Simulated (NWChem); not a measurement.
# One shape, several levels: CBrClF2 (SMILES FC(F)(Cl)Br)

Aim: a comparison of 5 runs (HF/STO-3G, HF/3-21G, B3LYP/6-31G*, MP3/cc-pVDZ) of CBrClF2. 

Program for the calculation: NWChem 7.3.0.

2 further runs of the same task are left out: 1 that didn't finish, 1 set aside as unsound or not needed.

### Step 1. The system as given

CBrClF2: 5 atoms, total charge 0, spin state singlet. As SMILES, `FC(F)(Cl)Br`. The F1–C2 distance was set to 1.723 Å, away from the relaxed value.

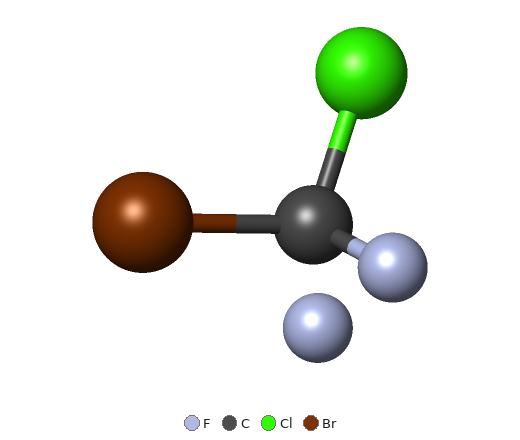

The structure, seen from a chosen angle (fluorine light blue, carbon dark grey, chlorine green, bromine brown).

### Step 2. A single-point energy at HF/STO-3G (run 1)

File cbrclf2.nw:

```
start cbrclf2
title "CBrClF2"
memory total 2200 mb

geometry units angstrom noautosym nocenter noautoz
 F     -1.436393     0.058368     1.036888
 C     -0.019800    -0.087100     0.067100
 F      0.823600    -0.897500     0.690400
 Cl    -0.444800    -0.770600    -1.492300
 Br     0.800400     1.656800    -0.119700
end

basis spherical bse
 F library STO-3G
 C library STO-3G
 Cl library STO-3G
 Br library STO-3G
end

scf
 singlet
 rhf
 thresh 1e-08
 maxiter 80
 print low
end

task scf energy
```

Run with:

```bash
$ nwchem cbrclf2.nw > cbrclf2.out
```

Output:

```text
[...]
  functions       =    42
[...]
  wavefunction    = RHF
[...]
         Total SCF energy =  -3232.647749045408
      One-electron energy =  -5365.578131502423
      Two-electron energy =   1707.608846484849
 Nuclear repulsion energy =    425.321535972166
        Time for solution =      2.4s
 Task  times  cpu:        2.5s     wall:        2.5s
[...]
```

It took 3.3 s on 1 thread of Intel Xeon 6975P-C (Granite Rapids), shared host; peak memory 0.096 GiB.

### Step 3. The energy at HF/3-21G (run 2)

File cbrclf2.nw:

```
echo
start cbrclf2
title "CBrClF2 energy"
memory total 2200 mb

geometry units angstrom noautosym nocenter noautoz
  F       -1.436393       0.058368       1.036888
  C       -0.019800      -0.087100       0.067100
  F        0.823600      -0.897500       0.690400
  Cl      -0.444800      -0.770600      -1.492300
  Br       0.800400       1.656800      -0.119700
end

basis spherical bse
  * library 3-21G
end

scf
  singlet
  rhf
  thresh 1e-08
  maxiter 80
end

task scf energy
```

Run with:

```bash
$ nwchem cbrclf2.nw > cbrclf2.out
```

Output:

```text
[...]
  functions       =    62
[...]
  wavefunction    = RHF
[...]
         Total SCF energy =  -3252.696880293241
      One-electron energy =  -5377.278633076341
      Two-electron energy =   1699.260216810934
 Nuclear repulsion energy =    425.321535972166
        Time for solution =      3.6s
[...]
```

Wall time 4.5 s (1 thread of Intel Xeon 6975P-C (Granite Rapids), shared host); peak memory 0.096 GiB.

Runs 3 to 4 aren't shown in full; the table further down has their settings and results.

### Step 4. A single-point energy at MP3/cc-pVDZ (run 5)

File struct.xyz:

```xyz
5
CBrClF2
F     -1.436393     0.058368     1.036888
C     -0.019800    -0.087100     0.067100
F      0.823600    -0.897500     0.690400
Cl    -0.444800    -0.770600    -1.492300
Br     0.800400     1.656800    -0.119700
```

File struct.nw:

```
start struct
title "CBrClF2"
memory stack 330 mb heap 110 mb global 1760 mb
geometry noautosym nocenter noautoz
 load format xyz struct.xyz
end
basis spherical bse
 * library cc-pVDZ
end
scf
 thresh 1e-08
 maxiter 80
end
tce
 scf
 mbpt3
 freeze core 17
 maxiter 60
end
task tce energy
```

Run with:

```bash
$ nwchem struct.nw > struct.out
```

Output:

```text
[...]
  functions       =    87
[...]
  wavefunction    = RHF
[...]
         Total SCF energy =  -3268.545502591811
      One-electron energy =  -5393.255173713940
      Two-electron energy =   1699.388135149963
 Nuclear repulsion energy =    425.321535972166
        Time for solution =    133.1s
[...]
         Wavefunction type : Restricted Hartree-Fock
          No. of electrons :    76
[...]
         Spin multiplicity : singlet
[...]
```

Wall time 2.9 min (1 thread of Intel Xeon 6975P-C (Granite Rapids), shared host); peak memory 1 GiB.

### Step 5. Overview of the runs

| run | level | iteration cap | module | energy (Eh) | wall time |
| --- | --- | --- | --- | --- | --- |
| 1 | HF/STO-3G | 80 | scf | -3232.647749 | 3.3 s |
| 2 | HF/3-21G | 80 | scf | -3252.696880 | 4.5 s |
| 3 | B3LYP/6-31G* (spherical functions) | 100 | dft | -3271.776435 | 22 s |
| 4 | B3LYP/6-31G* (Cartesian functions) | 100 | dft | -3271.791368 | 21 s |
| 5 | MP3/cc-pVDZ | 80 | tce | -3269.346562 | 2.9 min |

### Step 6. What came out

```
                                           quantity           value
                                run 5: total energy  -3269.34656 Eh
         run 5: HOMO energy (Hartree–Fock orbitals)       -12.44 eV
         run 5: LUMO energy (Hartree–Fock orbitals)         1.73 eV
       run 5: HOMO–LUMO gap (Hartree–Fock orbitals)        14.17 eV
run 5: correlation energy (17 core orbitals frozen)      -801.1 mEh
```

Over runs 2, 3, 4 the dipole moment (its size) runs from 1.91 D (B3LYP/6-31G*) to 2.18 D (HF/3-21G). The two ends differ in method and basis. Over runs 2, 3, 4 the HOMO–LUMO gap runs from 6.26 eV (B3LYP/6-31G*) to 14.12 eV (HF/3-21G). In run 1 the basis is minimal, so the values are rough. All runs together took 3.8 min, the longest 2.9 min.
